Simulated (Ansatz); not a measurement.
# AlHO (singlet): trial inputs and their diagnosis at distance Al1–H3 = 2.973 Å

3 inputs are run for AlHO (singlet) as typed; the log has to tell whether the result can be used and what must change.

The runs use Ansatz 0.2.0, Gaussian basis; the settings change from run to run.

24 further runs of the same task are left out: 6 for a known fault of the program, 2 for a mislabelled method, 9 that didn't finish, 7 set aside as unsound or not needed.

### 1 What is computed

The geometry derives from a PBE0/def2-TZVP stationary point (not a proven minimum). One bond is set to the value named and the two fragments are kept rigid.

3 atoms, charge 0, spin multiplicity 1.

Atoms are counted from 1 here; the program's logs count them from 0.

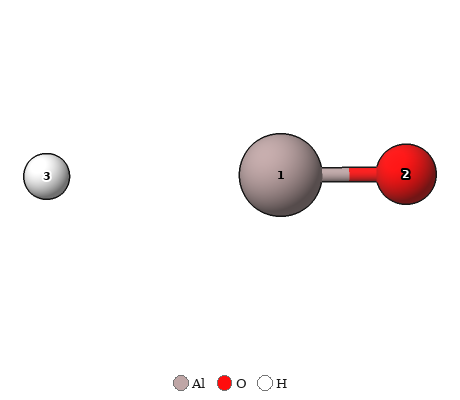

The geometry (aluminium light grey, oxygen red, hydrogen white); atoms are numbered from 1 in the order of the file.

### 2 Input 1

The input, in.yaml:

```yaml
crystal:
  periodic: [false, false, false]
  atoms:
    - {symbol: Al, position_ang: [0.000000, 0.000000, -0.459751]}
    - {symbol: O, position_ang: [0.000000, 0.000000, -2.053499]}
    - {symbol: H, position_ang: [0.000000, 0.000000, 2.513249]}
basis:
  gaussian: {orbitals: cc-pVTZ-DK}
magnetization: {spin_polarized: false, initial_magnetization: 1}
correlation: {active_space: {ras: {orbitals: [4, 1, 67], electrons: 9, max_holes: 2, max_particles: 2}, fixed_orbitals: true}}
output: {forces: true}
```

Started as:

```console
ansatz run in.yaml --threads 1 --pin off --events-out ev --progress --plain --max-ram 2393MiB
```

Output:

```text
Error: a molecule whose nuclei and cores have a total charge of 22 cannot have a net charge of 0 together with 1 unpaired electrons
```

Run time: 0.03 s. Hardware: 1 thread of Arm Neoverse V1, shared host.

What is wrong: The run was refused. The number of unpaired electrons doesn't fit the electron count. Fix: make charge and initial_magnetization agree.

### 3 Input 2

The input, in.yaml:

```yaml
crystal:
  periodic: [false, false, false]
  atoms:
    - {symbol: Al, position_ang: [0.000000, 0.000000, -0.459751]}
    - {symbol: O, position_ang: [0.000000, 0.000000, -2.053499]}
    - {symbol: H, position_ang: [0.000000, 0.000000, 2.513249]}
basis:
  gaussian: {orbitals: 6-31G}
correlation: {method: fic_mrcisd_q, electrons: outside_noble_gas, active_space: {window: {electrons: 2, orbitals: 2}, states: [{multiplicity: 1, weights: [-1, 1]}]}}
scf: {lower_state_search: off}
```

The command is unchanged.

Output:

```text
Error: set 0 asks for 2 states and needs as many positive weights; it has [-1.0, 1.0]
```

Wall time 0.03 s (1 thread of Arm Neoverse V1, shared host).

What is wrong: The run was refused. The list of states asked for (weights, spin or count) can't be met. To mend it, mend what the message names.

### 4 Input 3

The input, in.yaml:

```yaml
crystal:
  periodic: [false, false, false]
  atoms:
    - {symbol: Al, position_ang: [0.000000, 0.000000, -0.459751]}
    - {symbol: O, position_ang: [0.000000, 0.000000, -2.053499]}
    - {symbol: H, position_ang: [0.000000, 0.000000, 2.513249]}
basis:
  gaussian: {orbitals: 6-31G}
correlation: {method: sc_nevpt2, electrons: all, active_space: {window: {electrons: 2, orbitals: 2}, states: [{multiplicity: 1, irrep: T2g, weights: [1]}]}}
```

The command is unchanged.

Output:

```text
Functional definition: HF
  name "HF"
  cite "Fock, Z. Phys. 61, 126 (1930) doi:10.1007/BF01340294"
  parent pbe
  exchange = exact_x
  correlation = 0
443 factors; integrals over basis functions are off by at most 6.5e-8 eV
mean field evaluation 1: about -8620.0860 eV, gradient 5.5e1 eV
mean field evaluation 2: about -8620.0920 eV, gradient 5.5e1 eV
mean field evaluation 4: about -8628.4489 eV, gradient 6.3e0 eV
mean field evaluation 8: about -8628.7577 eV, gradient 4.0e-1 eV
mean field evaluation 16: about -8622.6968 eV, gradient 1.5e1 eV
mean field -8628.76068693 eV, -317.1011064606 hartree, gradient 2.7e-6 eV, S^2 0.000000; 1 other end points of the search recorded, 0 dependent functions left out; unrestricted orbitals would lower it
reference -8628.76068693 eV, -317.1011064606 hartree; 11, 11 occupied and 13, 13 virtual orbitals, 443 factors
Error: the irrep T2g is not accepted for these orbitals, which take A1, B1, B2, A2, or 1 to 4
```

Run time: 0.18 s. Hardware: 1 thread of Arm Neoverse V1, shared host.

**Diagnosis.** The run stopped with an error. The symmetry label isn't in the molecule's group. To mend it, name an irrep that the log lists.

### 5 Summary

```
input                level                ended                                                               cause    time
    1      CISD/cc-pVTZ-DK              refused     the number of unpaired electrons doesn't fit the electron count  0.03 s
    2  MRCISD+Q(2,2)/6-31G              refused  the list of states asked for (weights, spin or count) can't be met  0.03 s
    3    NEVPT2(2,2)/6-31G  stopped by an error                    the symmetry label isn't in the molecule's group  0.18 s
```

2 refused, 1 stopped by an error.
